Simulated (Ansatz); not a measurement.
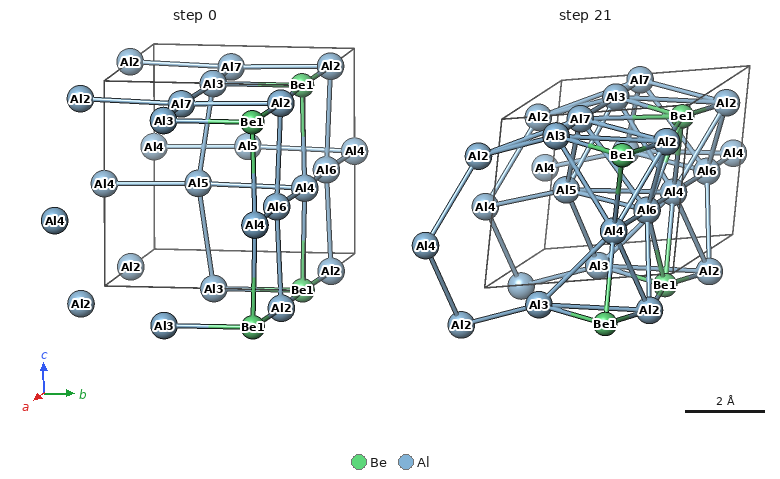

The structure of crystalline BeAl6 (a generated structure, set up in P1) (coarse preliminary run) before (left) and after (right) a relaxation, at one scale.

The picture is a ball-and-stick view of the cell of the calculation, repeated 2 × 1 × 1 with one cell outlined, seen slightly off an axis.

Theory: DFT PBE, scalar-relativistic, plane waves, PAW in Ansatz.

The input:
```yaml
crystal:
  lattice:
    - [5.1418935642, 0.015701477, 0.0296104023]
    - [0.015701477, 5.312195141, 0.0725419033]
    - [0.0296104023, 0.0725419033, 5.3658440449]
  atoms:
    - { symbol: Be, position: [-0.0157234652, -0.0161425275, -0.0025538466] }
    - { symbol: Al, position: [0.5045255814, 0.0070199872, 0.0044070492] }
    - { symbol: Al, position: [-0.0265091095, 0.5380090837, -0.0058659512] }
    - { symbol: Al, position: [1.0057581261, 0.0012115773, 0.5000500897] }
    - { symbol: Al, position: [1.0293538877, 0.4754298031, 0.516032197] }
    - { symbol: Al, position: [0.5061489617, -0.014756467, 0.499269674] }
    - { symbol: Al, position: [0.4964460178, 0.5092285432, -0.011339212] }
basis:
  ecutwfc: 420
kpoints:
  mp_grid: { grid: [4, 4, 4] }
hamiltonian:
  xc: pbe
scf:
  occupations: { method: gaussian, width: 0.2 }
  lower_state_search: "off"
output:
  forces: true
  stress: true
  eigenvalues: true
relax:
  adjacent_minimum: "off"
  f_tol: 0.025
  max_steps: 60
  cell: { stress_tol: 0.25 }
```

Launched with:
```bash
ansatz run input.yaml --threads 1 --pin off --max-ram 2048MiB --backend cpu --events-out ev --progress --plain --runs-dir out
```

Question: Describe what moved and what it gained.

Answer: Over 17 accepted moves (21 points after the start) the energy falls by 479 meV per atom. Largest force component: 1.1 eV/Å at the start, 0.0072 eV/Å at the end. The pressure goes from −0.44 to 0.02 GPa. The line search rejected the trial steps at points 12, 17, 19 of the run. At 1 point the geometry stayed and the basis and grid were re-selected for the new cell (energy shift of less than 0.05 meV per atom at most each time). Be1 moves most relative to the cell: 0.99 Å roughly along +a. Largest moves by element: Be 0.99 Å, Al 0.93 Å. The drawn cell changes as follows: a 5.142 → 5.447 Å (+5.9 %), b 5.313 → 4.975 Å (−6.3 %), c 5.366 → 4.464 Å (−16.8 %), α 88.4° → 77.2°, β 89.4° → 89.5°, γ 89.7° → 93.8°; the volume changes by −19.7 %. Among the contacts that change: Be1–Al6 3.823 → 2.529 Å, Be1–Al5 3.630 → 2.393 Å, Be1–Al6 (another image) 3.766 → 2.633 Å, Al5–Al7 3.692 → 2.676 Å. Bond angles that change, for instance: Al2–Al6–Al2 175.1° → 109.8°, Al7–Al2–Al7 175.9° → 116.6°, Al5–Al3–Al5 161.4° → 110.5°. The space group stays P1 (No. 1). The run took 3.1 min on 1 thread of Intel(R) Xeon(R) Platinum 8488C (Sapphire Rapids), with other jobs on the host, peak memory 0.45 GiB.
